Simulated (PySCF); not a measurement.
C4H9, SMILES [CH2]CCC, doublet at its PBE0/def2-SVP optimised geometry (Å):

```
13

C     -1.7241    -0.3906     1.2256
C     -0.2384    -0.3762     1.2013
C      0.3634     0.3736     0.0000
C      1.8840     0.3736     0.0000
H     -2.2883    -1.1433     0.6679
H     -2.2875     0.4427     1.6549
H      0.1495     0.0878     2.1263
H      0.1488    -1.4111     1.1905
H     -0.0128    -0.0824    -0.9321
H     -0.0128     1.4111     0.0000
H      2.2883     0.9148    -0.8691
H      2.2851     0.8546     0.9069
H      2.2851    -0.6525    -0.0317
```

Level of theory: unrestricted PBE0/def2-TZVP in PySCF 2.14.0. Cells within 0.4 Å of a nucleus heavier than hydrogen are left out (blank, or x).

Map of the Laplacian of the electron density (e/bohr⁵), clipped to [-1.50, 1.50] on the plane z = 0.0 Å:

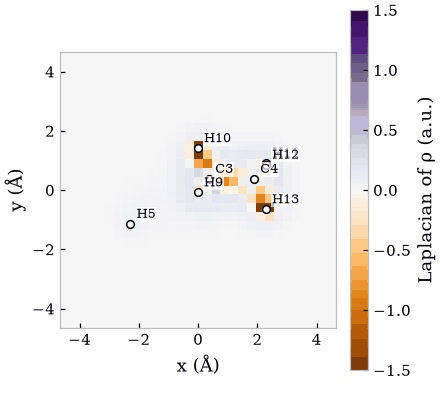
*Laplacian of the electron density (e/bohr⁵), clipped to [-1.50, 1.50] on the plane z = 0.0 Å.*
